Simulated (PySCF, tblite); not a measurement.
# C₅H₅N₂Si radical: geometry, infrared bands and EPR parameters

Aim: predict the infrared bands and EPR parameters of C₅H₅N₂Si radical (`N#C[SiH2][C@@H]1[CH][C@H]1C#N`).

Computed with tblite 0.8.0 and PySCF 2.14.0, with density-fitted response routines of our own, on a single molecule in the gas phase. Atoms count from 0, in the outputs and in this text.

## Step 1: The molecule as given

13 atoms, charge 0, multiplicity 2; geometry from: force field or distance geometry start.

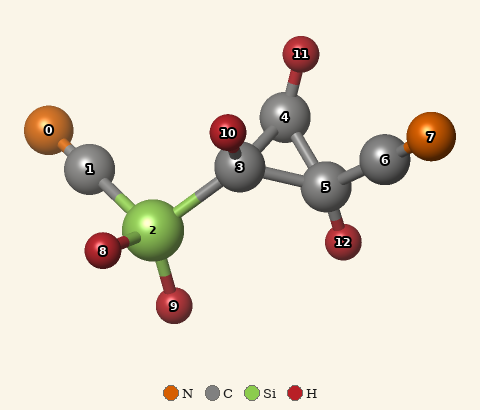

The starting geometry (nitrogen orange, carbon grey, silicon green, hydrogen red), atoms numbered.

## Step 2: Geometry optimisation with GFN2-xTB

The job: settings as JSON, then the geometry in Å.

```
{"job": {"kind": "relax", "xc": "GFN2-xTB", "basis": "xTB"}, "charge": 0, "multiplicity": 2}
N     -3.639200     0.656300     0.732100
C     -2.751600     0.076700     0.249600
Si    -1.355500    -0.855100    -0.490600
C      0.190100    -0.216100     0.254800
C      0.388800     1.273800     0.401000
C      1.266600     0.444100    -0.511300
C      2.621000     0.221500     0.011000
N      3.695300     0.054200     0.450500
H     -1.527800    -2.273200    -0.137100
H     -1.453200    -0.715900    -1.933200
H      0.511600    -0.806500     1.159200
H      0.845000     1.558000     1.386100
H      1.204400     0.582700    -1.589900
```

The run is started by

```
OMP_NUM_THREADS=1 python probes_run.py task.json out
```

The driver reads the jobs from task.json and runs them one after another.

The log of the run:

```text
step      E/eV     max force
  0    -560.35866    3.343
  1    -560.26206    9.004
  2    -560.72939    0.914
  3    -560.75268    1.309
  4    -560.77887    0.976
  5    -560.80285    0.472
  6    -560.82135    0.396
  7    -560.83014    0.321
  8    -560.83672    0.233
  9    -560.84472    0.256
 10    -560.85404    0.346
 11    -560.86099    0.269
 12    -560.86449    0.126
 13    -560.86663    0.125
 14    -560.86934    0.181
 15    -560.87277    0.249
 16    -560.87694    0.246
 17    -560.88132    0.204
 18    -560.88502    0.189
 19    -560.88737    0.159
 20    -560.88889    0.125
 21    -560.89022    0.096
 22    -560.89153    0.138
 23    -560.89274    0.123
 24    -560.89365    0.099
 25    -560.89421    0.070
 26    -560.89458    0.059
 27    -560.89488    0.058
 28    -560.89523    0.059
 29    -560.89567    0.059
 30    -560.89617    0.068
 31    -560.89664    0.079
 32    -560.89699    0.045
 33    -560.89726    0.050
 34    -560.89754    0.058
 35    -560.89785    0.051
 36    -560.89815    0.053
 37    -560.89836    0.040
 38    -560.89850    0.032
 39    -560.89862    0.032
 40    -560.89875    0.035
 41    -560.89889    0.033
 42    -560.89901    0.030
 43    -560.89909    0.032
 44    -560.89917    0.025
 45    -560.89924    0.023
 46    -560.89929    0.018
 47    -560.89935    0.029
 48    -560.89944    0.042
 49    -560.89961    0.060
 50    -560.89990    0.077
 51    -560.90027    0.067
 52    -560.90059    0.055
 53    -560.90082    0.035
 54    -560.90104    0.056
 55    -560.90137    0.075
 56    -560.90181    0.071
 57    -560.90218    0.039
 58    -560.90241    0.036
 59    -560.90256    0.028
 60    -560.90273    0.040
 61    -560.90299    0.043
 62    -560.90336    0.062
 63    -560.90380    0.066
 64    -560.90423    0.126
 65    -560.90463    0.053
 66    -560.90501    0.067
 67    -560.90531    0.077
 68    -560.90566    0.080
 69    -560.90618    0.078
 70    -560.90692    0.096
 71    -560.90788    0.082
 72    -560.90882    0.081
 73    -560.90962    0.079
 74    -560.90962    0.328
 75    -560.91030    0.219
 76    -560.91115    0.105
 77    -560.91188    0.110
 78    -560.91406    0.123
 79    -560.91539    0.151
 80    -560.91593    0.062
 81    -560.91622    0.071
 82    -560.91646    0.056
 83    -560.91668    0.049
 84    -560.91712    0.092
 85    -560.91751    0.046
 86    -560.91775    0.100
 87    -560.91799    0.058
 88    -560.91818    0.046
 89    -560.91856    0.080
 90    -560.91877    0.107
 91    -560.91920    0.119
 92    -560.91950    0.100
 93    -560.91974    0.044
 94    -560.91984    0.033
 95    -560.91991    0.030
 96    -560.91999    0.045
 97    -560.92016    0.053
 98    -560.92029    0.046
 99    -560.92044    0.049
100    -560.92061    0.053
101    -560.92084    0.047
102    -560.92115    0.040
103    -560.92154    0.043
104    -560.92189    0.048
105    -560.92213    0.047
106    -560.92229    0.046
107    -560.92242    0.033
108    -560.92252    0.025
109    -560.92256    0.033
110    -560.92259    0.015
111    -560.92260    0.009
```

It took 0.54 s on 1 thread of Arm Neoverse V2, shared host.

Relaxation path: (not every step is listed) (the energy doesn't fall at every step)

```
step  energy from step 0 (eV)  largest force (eV/Å)
   0                   0.0000                3.3430
   1                   0.0966                9.0038
   2                  -0.3707                0.9142
   3                  -0.3940                1.3086
   4                  -0.4202                0.9764
   5                  -0.4442                0.4724
   6                  -0.4627                0.3960
   7                  -0.4715                0.3215
   8                  -0.4781                0.2325
  17                  -0.5227                0.2037
  26                  -0.5359                0.0589
  35                  -0.5392                0.0508
  44                  -0.5405                0.0255
  53                  -0.5422                0.0354
  62                  -0.5447                0.0621
  71                  -0.5492                0.0815
  80                  -0.5573                0.0618
  89                  -0.5599                0.0797
  98                  -0.5616                0.0458
 106                  -0.5636                0.0457
 107                  -0.5638                0.0327
 108                  -0.5639                0.0254
 109                  -0.5639                0.0334
 110                  -0.5639                0.0147
 111                  -0.5639                0.0091
```

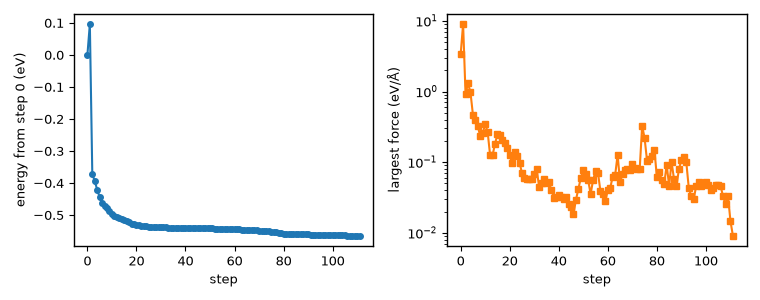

Energy and largest force along the relaxation.

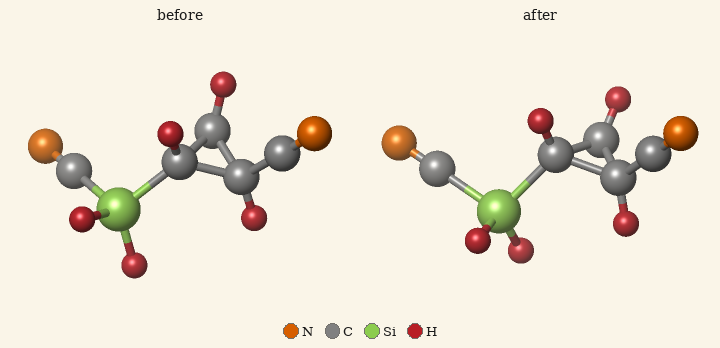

The geometry before (left) and after (right).

Close pairs (by a distance rule), those that changed most:

```
  bond  before (Å)  after (Å)  change (Å)
Si2–C3       1.831      1.899      +0.068
 C3–C5       1.477      1.541      +0.064
 C3–C4       1.510      1.448      -0.062
C4–H11       1.122      1.068      -0.054
 C5–C6       1.469      1.420      -0.049
 C4–C5       1.514      1.471      -0.042
C3–H10       1.127      1.089      -0.037
C1–Si2       1.834      1.866      +0.032
```

The end geometry stands in the next job.

## Step 3: Vibrational analysis with GFN2-xTB

The job: settings as JSON, then the geometry in Å.

```
{"job": {"kind": "ir", "xc": "GFN2-xTB", "basis": "xTB"}, "charge": 0, "multiplicity": 2}
N     -3.768174    -0.064477     1.147743
C     -2.857779    -0.284272     0.488785
Si    -1.381013    -0.659406    -0.588910
C      0.111194     0.003884     0.379769
C      0.595471     1.347867     0.143222
C      1.390051     0.256576    -0.442284
C      2.647618    -0.056739     0.137845
N      3.650772    -0.302759     0.634284
H     -1.287894    -2.111999    -0.740081
H     -1.538323     0.064504    -1.849502
H      0.220920    -0.410216     1.381512
H      0.865671     2.144030     0.802094
H      1.347098     0.073493    -1.512203
```

The log of the run:

```text
mode    cm-1     km/mol
  1      26.4      5.09
  2      64.0     10.73
  3     104.6      1.13
  4     164.1      5.32
  5     221.1      1.51
  6     257.3      8.23
  7     263.1      9.71
  8     329.7      2.24
  9     483.1     40.47
 10     492.5     63.63
 11     508.9      8.01
 12     556.2      1.95
 13     617.4     34.14
 14     625.7     11.67
 15     705.0    225.83
 16     745.5     96.04
 17     752.0    196.33
 18     868.2      5.44
 19     914.0      9.26
 20     950.6      5.53
 21     970.0     30.86
 22    1022.6     22.18
 23    1076.8     67.12
 24    1149.9     18.97
 25    1223.9     27.71
 26    1407.8      4.77
 27    2275.6    263.84
 28    2285.4    221.30
 29    2352.9     49.56
 30    2378.4    299.15
 31    2942.0     19.88
 32    2990.9     16.98
 33    3167.1     18.08
```

Run time: 0.34 s. Hardware: 1 thread of Arm Neoverse V2, shared host.

The strongest bands and the atoms that carry them (share of the mass-weighted mode):

```
cm⁻¹  km/mol                                atoms
 492    63.6  C6 31 %, H9 18 %, H8 17 %, Si2 11 %
 705   225.8           H9 39 %, H8 29 %, Si2 16 %
 746    96.0  H9 30 %, H8 24 %, C3 13 %, Si2 13 %
 752   196.3  H8 24 %, C3 18 %, H9 18 %, Si2 17 %
1077    67.1  H12 28 %, C5 27 %, C3 16 %, C4 10 %
2276   263.8                              H8 96 %
2285   221.3                              H9 96 %
2378   299.1                     C6 60 %, N7 39 %
```

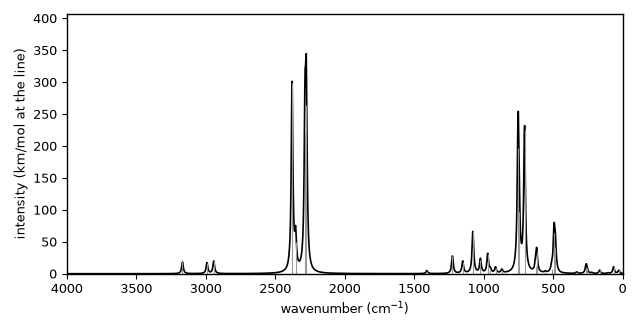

The infrared spectrum from these modes, unscaled. Lines are broadened to a width of 14 cm⁻¹ (Lorentzian).

## Step 4: g tensor and hyperfine couplings: B3LYP/pcH-1

Settings changed since step 3:

```diff
@@ -1,2 +1,2 @@
-{"job": {"kind": "ir", "xc": "GFN2-xTB", "basis": "xTB"}, "charge": 0, "multiplicity": 2}
+{"job": {"kind": "epr", "basis": "pcH-1"}, "charge": 0, "multiplicity": 2}
 N     -3.768174    -0.064477     1.147743
```

With the program's defaults for keys left out, this is: UKS B3LYP, pcH-1 on C H N Si, non-relativistic, mean-field spin-orbit, GIAO.

The log of the run:

```text
UKS, coarse grid
  cycle   1  E = -592.34814664  |g| = 4.17e-01
  cycle   2  E = -592.03762586  |g| = 9.30e-01
  cycle   3  E = -592.42965802  |g| = 1.13e-01
  cycle   4  E = -592.43469643  |g| = 4.10e-02
  cycle   5  E = -592.43537615  |g| = 1.87e-02
  cycle   6  E = -592.43550910  |g| = 8.43e-03
  cycle   7  E = -592.43553819  |g| = 3.29e-03
  cycle   8  E = -592.43554490  |g| = 8.21e-04
UKS, final grid
  cycle   1  E = -592.43551888  |g| = 9.99e-04
  cycle   2  E = -592.43551816  |g| = 1.64e-03
  cycle   3  E = -592.43551933  |g| = 3.82e-04
  cycle   4  E = -592.43551939  |g| = 7.51e-05
  cycle   5  E = -592.43551939  |g| = 4.10e-05
  cycle   6  E = -592.43551939  |g| = 1.75e-05
E = -592.43551939 Eh   <S^2> = 0.7533 (exact 0.7500)
g shifts (ppm)      1          2          3
  rmc          -154       -154       -154
  gc             27         12          6
  oz_so        -107        374        671
  total        -234        232        523
hyperfine (MHz)  atom isotope    a_iso     a_fc   dipolar eigenvalues
    0   14N       0.23       0.23     -0.28     -0.15      0.43
    1   13C       2.25       2.25     -0.59     -0.23      0.81
    2  29Si     -85.23     -85.32    -12.70      6.09      6.61
    3   13C     -12.05     -12.05     -5.92      0.21      5.71
    4   13C     279.85     279.94    -75.72    -71.51    147.23
    5   13C     -15.06     -15.06     -3.63      0.05      3.57
    6   13C      22.17      22.17     -3.37     -1.20      4.57
    7   14N       0.82       0.83     -1.63     -1.25      2.88
    8    1H       6.57       6.57     -1.51     -1.13      2.64
    9    1H      -1.43      -1.43     -2.97     -2.14      5.11
   10    1H      80.35      80.35     -5.19     -2.23      7.42
   11    1H     -12.81     -12.82    -33.18     -4.35     37.54
   12    1H      61.98      61.98     -6.15     -3.70      9.86
```

It took 83 s on 1 thread of Arm Neoverse V2, shared host; peak memory 0.93 GiB.

Principal g values 2.00209, 2.00255, 2.00284; g(iso) = 2.00249, against 2.00232 for a free electron.

Hyperfine couplings, nucleus by nucleus at this fixed geometry (no averaging over rotations):

```
nuclei  isotope  a(iso) (MHz)  a(iso) (G, at g = 2.0023)  largest dipolar term (MHz)
    C4      13C         279.8                       99.9                       147.2
   Si2     29Si         -85.2                      -30.4                       -12.7
   H10       1H          80.3                       28.7                         7.4
   H12       1H          62.0                       22.1                         9.9
    C6      13C          22.2                        7.9                         4.6
    C5      13C         -15.1                       -5.4                        -3.6
   H11       1H         -12.8                       -4.6                        37.5
    C3      13C         -12.0                       -4.3                        -5.9
    H8       1H           6.6                        2.3                         2.6
    C1      13C           2.2                        0.8                         0.8
    H9       1H          -1.4                       -0.5                         5.1
    N7      14N           0.8                        0.3                         2.9
    N0      14N           0.2                        0.1                         0.4
```

Mulliken spin populations:

N0 0.00; C1 0.00; Si2 0.04; C3 -0.04; C4 0.95; C5 -0.03; C6 0.00; N7 0.03; H8 0.01; H9 0.00; H10 0.03; H11 -0.02; H12 0.02

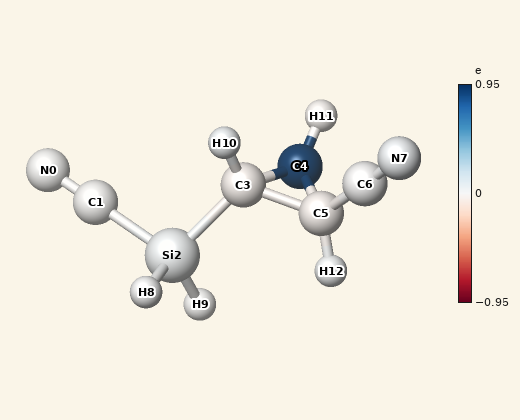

Mulliken spin populations, as colours on the atoms.

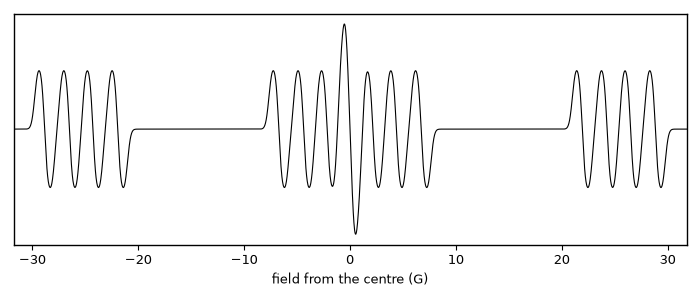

First-order isotropic spectrum (first derivative, main isotopes with spin only, couplings over 0.8 MHz, Gaussian width 0.3 G; couplings of the frozen geometry, rotation of groups not averaged beyond the rows shown).

The fields below are evaluated on a grid from the run's orbitals.

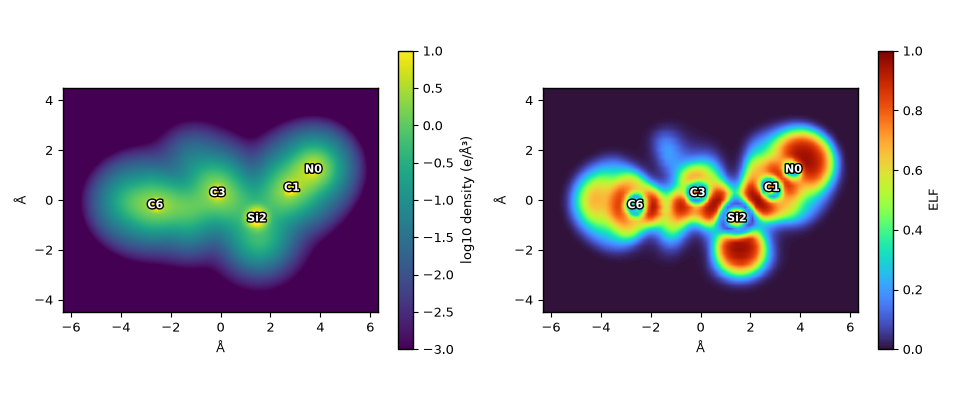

Density (left) and ELF (right) in a plane through or near 5 of the atoms.

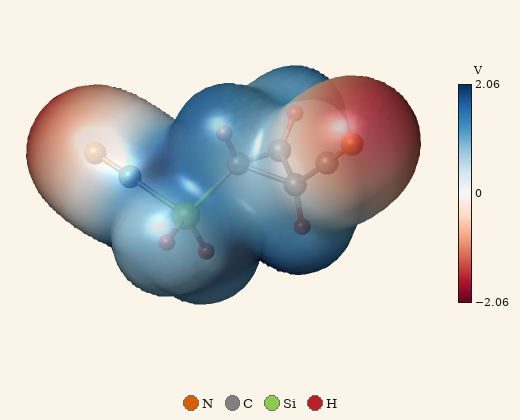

The potential that a unit positive charge feels on the 0.002 e/bohr³ surface, from -1.60 V near N7 to 2.06 V near H12.

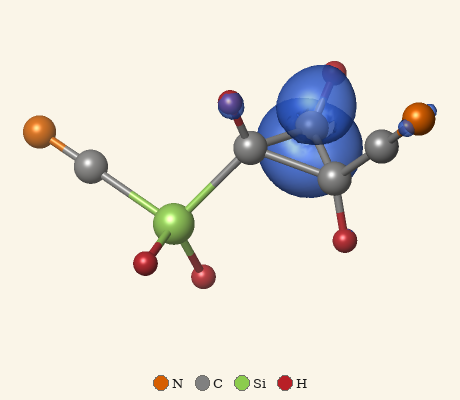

Spin density at ±0.05 e/Å³ (alpha excess blue, beta excess red).

## Step 5: Results

| quantity | value |
| --- | --- |
| strongest single infrared mode (GFN2-xTB) | 2378 cm⁻¹, 299 km/mol |
| zero-point energy (GFN2-xTB) | 49.9 kcal/mol |
| g(iso) (B3LYP) | 2.00249 |
| ⟨S²⟩ | 0.753 (exact 0.75) |
| largest a(iso) | 13C on C4, 279.8 MHz |
| surface potential, least and greatest | -1.60 V and 2.06 V |

**Reading.** Relaxing lowered the energy by 0.564 eV in 111 steps; the close pair that moved most is Si2–C3, from 1.831 to 1.899 Å. No mode is imaginary among the 33: a minimum at this level. The strongest single mode, at 2378 cm⁻¹, moves mainly C6 and N7. Unscaled tight-binding wavenumbers are off by several per cent, some by more. Its intensities can rank the bands wrongly. C4 carries the largest spin population, 0.95 e. The isotropic g lies 0.2 ppt above the free-electron value.
